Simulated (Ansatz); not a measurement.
A series of calculations on BN2H4O

## 1. Relaxation

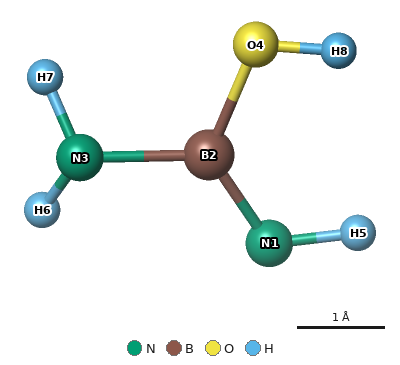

Starting structure of BN$_{2}$H$_{4}$O (charge −1). The picture is a ball-and-stick view, seen at a tilt.

The run prepares an end point of a later path (torsion) calculation, from a guessed geometry.

Theory: Ansatz 0.2.0, RKS r2SCAN-D4/def2-mTZVP.

The input:
```yaml
crystal:
  periodic: [false, false, false]
  atoms:
    - { symbol: "N", position_ang: [-1.05477, 0.95458, -0.36431] }
    - { symbol: B, position_ang: [-0.13903, 0.04202, 0.04797] }
    - { symbol: "N", position_ang: [1.21499, 0.4312, 0.55355] }
    - { symbol: O, position_ang: [-0.28692, -1.43156, 0.07588] }
    - { symbol: H, position_ang: [-1.96326, 0.56481, -0.64383] }
    - { symbol: H, position_ang: [1.50981, 1.32324, 0.17933] }
    - { symbol: H, position_ang: [1.91211, -0.26599, 0.32116] }
    - { symbol: H, position_ang: [-1.19295, -1.61831, -0.16975] }
total_charge: -1
basis:
  gaussian: { orbitals: def2-mTZVP }
hamiltonian:
  xc: r2scan
  dispersion: d4
relax:
  f_tol: 0.015
  max_steps: 40
```

Launched with:
```bash
ansatz run input.yaml --threads 2 --pin off --max-ram 3072MiB --backend cpu --events-out ev --progress --plain --runs-dir out
```

Predict the outcome.

Answer. After 7 geometry steps the energy has fallen by 0.030 eV. The largest force component goes from 0.84 to 0.0054 eV/Å. The largest move after the best rigid fit is that of O4, 0.066 Å. Largest moves by element: O 0.066 Å, H 0.044 Å, N 0.037 Å, B 0.010 Å. Near-neighbour distances that change, for instance: B2–O4 1.481 → 1.456 Å, N1–B2 1.357 → 1.380 Å, O4–H8 0.957 → 0.965 Å, B2–N3 1.497 → 1.491 Å. Among the angles between lasting bonds that change: B2–N1–H5 115.1° → 113.1°. Cost: 19 s on 2 threads of Arm Neoverse V1, on a shared host, peak memory 0.17 GiB.

Step by step:

```
step  E − E(0), eV  largest force component, eV/Å
   0        0.0000                         0.8355
   1       -0.0232                         0.5136
   2       -0.0272                         0.1669
   3       -0.0283                         0.1600
   4       -0.0294                         0.1121
   5       -0.0302                         0.0266
   6       -0.0303                         0.0260
   7       -0.0303                         0.0054
```

Final geometry:

```xyz
8

N    -1.0506    0.9663   -0.3987
B    -0.1399    0.0320    0.0505
N     1.2149    0.4051    0.5481
O    -0.2966   -1.4132    0.1387
H    -1.9660    0.5599   -0.6245
H     1.4795    1.3204    0.2001
H     1.9349   -0.2653    0.2939
H    -1.1763   -1.6052   -0.2082
```

The end point in the same view:

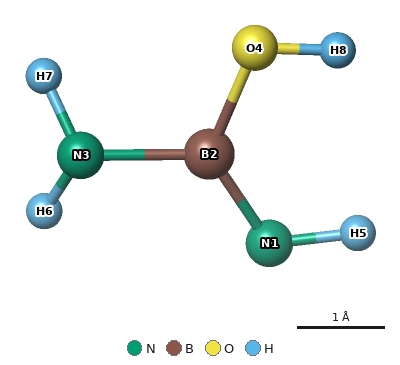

Limits of the set-up: the basis has no diffuse functions, which an anion needs.

## 2. Relaxation

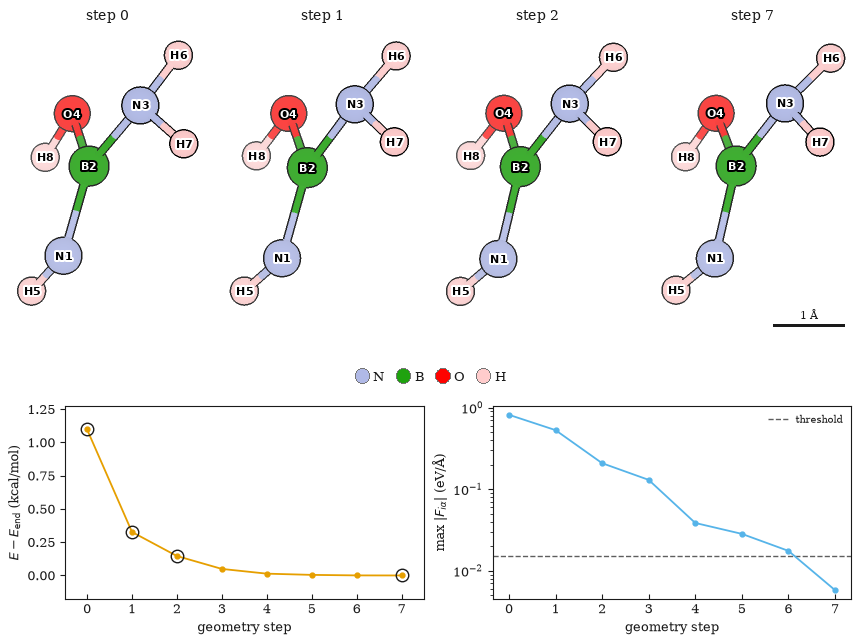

Frames of a relaxation of BN₂H₄O (charge −1), marked on the history of the run. Style: ball-and-stick. Shown from a free direction.

The run prepares an end point of a later path (torsion) calculation, from a guessed geometry.

The calculation used RKS r2SCAN-D4/def2-mTZVP in Ansatz 0.2.0.

Input file:
```yaml
crystal:
  periodic: [false, false, false]
  atoms:
    - { symbol: "N", position_ang: [-1.05477, 0.95458, -0.36431] }
    - { symbol: B, position_ang: [-0.13903, 0.04202, 0.04797] }
    - { symbol: "N", position_ang: [1.21499, 0.4312, 0.55355] }
    - { symbol: O, position_ang: [-0.28692, -1.43156, 0.07588] }
    - { symbol: H, position_ang: [-1.96326, 0.56481, -0.64383] }
    - { symbol: H, position_ang: [1.59361, -0.26728, 1.17923] }
    - { symbol: H, position_ang: [1.18881, 1.32124, 1.03646] }
    - { symbol: H, position_ang: [-1.19295, -1.61831, -0.16975] }
total_charge: -1
basis:
  gaussian: { orbitals: def2-mTZVP }
hamiltonian:
  xc: r2scan
  dispersion: d4
relax:
  f_tol: 0.015
  max_steps: 40
```

Run as
```bash
ansatz run input.yaml --threads 2 --pin off --max-ram 3072MiB --backend cpu --events-out ev --progress --plain --runs-dir out
```

Describe the path.

Answer. After 7 geometry steps the energy has fallen by 1.10 kcal/mol. Largest force component: 0.82 eV/Å at the start, 0.0058 eV/Å at the end. The largest move after the best rigid fit is that of H7, 0.14 Å. Largest moves by element: H 0.14 Å, N 0.10 Å, B 0.04 Å, O 0.02 Å. Some distances before and after: B2–O4 1.481 → 1.456 Å, N1–B2 1.357 → 1.380 Å, O4–H8 0.957 → 0.965 Å, B2–N3 1.497 → 1.490 Å. Among the angles between lasting bonds that change: B2–N1–H5 115.1° → 113.0°. From step 0 to 1: H7 moves most (0.08 Å), energy −0.77 kcal/mol. From step 1 to 2: H6 moves most (0.04 Å), energy −0.18 kcal/mol. From step 2 to 7: O and H atoms move most (0.04 Å), energy −0.15 kcal/mol.

```
step  E − E(0), kcal/mol  largest force component, eV/Å
   0                0.00                         0.8189
   1               -0.77                         0.5313
   2               -0.95                         0.2089
   3               -1.05                         0.1304
   4               -1.08                         0.0386
   5               -1.09                         0.0284
   6               -1.10                         0.0176
   7               -1.10                         0.0058
```

Limits of the set-up: the basis has no diffuse functions, which an anion needs.

## 3. Path

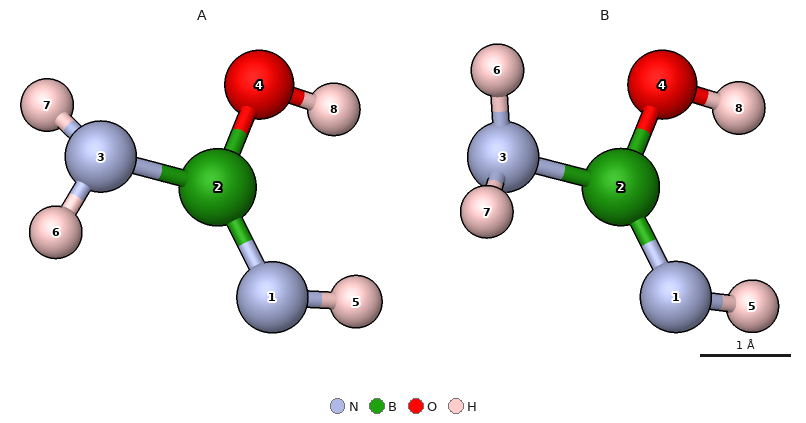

The two relaxed end points of a path for BN2H4O (charge −1). The picture is a ball-and-stick view, seen at a tilt.

All numbers below come from RKS r2SCAN-D4/def2-mTZVP in Ansatz.

Input file:
```yaml
crystal:
  periodic: [false, false, false]
  atoms:
    - { symbol: "N", position_ang: [-1.05058, 0.966304, -0.398612] }
    - { symbol: B, position_ang: [-0.139884, 0.032037, 0.050525] }
    - { symbol: "N", position_ang: [1.214954, 0.405063, 0.547979] }
    - { symbol: O, position_ang: [-0.296624, -1.413201, 0.138808] }
    - { symbol: H, position_ang: [-1.966072, 0.559908, -0.624407] }
    - { symbol: H, position_ang: [1.47957, 1.320373, 0.199921] }
    - { symbol: H, position_ang: [1.934933, -0.265355, 0.293801] }
    - { symbol: H, position_ang: [-1.176318, -1.605139, -0.208016] }
total_charge: -1
basis:
  gaussian: { orbitals: def2-mTZVP }
hamiltonian:
  xc: r2scan
  dispersion: d4
neb:
  order_check: false
  images: 5
  f_tol: 0.03
  max_iterations: 60
  initial_path: idpp
  final_atoms:
    - { symbol: "N", position_ang: [-1.0255822, 0.95210582, -0.48890894] }
    - { symbol: B, position_ang: [-0.09206336, 0.00481111, -0.12057676] }
    - { symbol: "N", position_ang: [1.35312257, 0.32564724, 0.05195737] }
    - { symbol: O, position_ang: [-0.29988467, -1.41109414, 0.14931791] }
    - { symbol: H, position_ang: [-1.95891145, 0.55453031, -0.6481789] }
    - { symbol: H, position_ang: [1.79012447, -0.18134125, 0.81635408] }
    - { symbol: H, position_ang: [1.47894161, 1.32081986, 0.20233272] }
    - { symbol: H, position_ang: [-1.24576798, -1.56548894, 0.03770151] }
```

Launched with:
```bash
ansatz run input.yaml --threads 2 --pin off --max-ram 3072MiB --backend cpu --events-out ev --progress --plain --runs-dir out
```

### Predict the minimum-energy path and its barrier.

The barrier is about 0.30 eV in both directions, with image 3 at the top; the ends have the same energy. The motion is a rotation about the B2–N3 bond by about 165°. No bond forms or breaks between the ends. Among the angles between lasting bonds that change up to the highest image: B2–N3–H7 113.3° → 105.4°, H6–N3–H7 108.9° → 101.9°. The band converged in 7 iterations. The largest component of the band force went from 0.72 to 0.0036 eV/Å. The climbing image converged on the top of the path. Its vibrational analysis gives one imaginary mode (320i cm⁻¹), as a transition state must have.

Energies of the converged images:

```json
{"image": "0", "path (Å)": "0.00", "E (eV)": "0.000"}
{"image": "1", "path (Å)": "0.53", "E (eV)": "0.080"}
{"image": "2", "path (Å)": "1.07", "E (eV)": "0.232"}
{"image": "3", "path (Å)": "1.60", "E (eV)": "0.304"}
{"image": "4", "path (Å)": "2.14", "E (eV)": "0.232"}
{"image": "5", "path (Å)": "2.67", "E (eV)": "0.080"}
{"image": "6", "path (Å)": "3.21", "E (eV)": "0.000"}
```

The geometry at the top of the path:

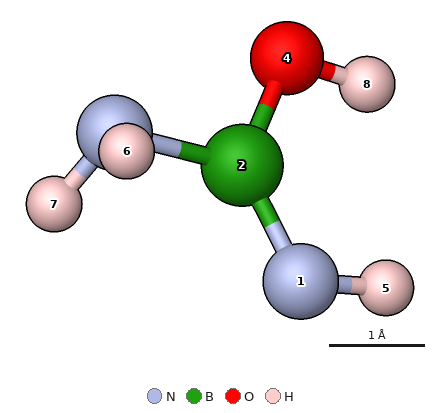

Limits of the set-up: the basis has no diffuse functions, which an anion needs.
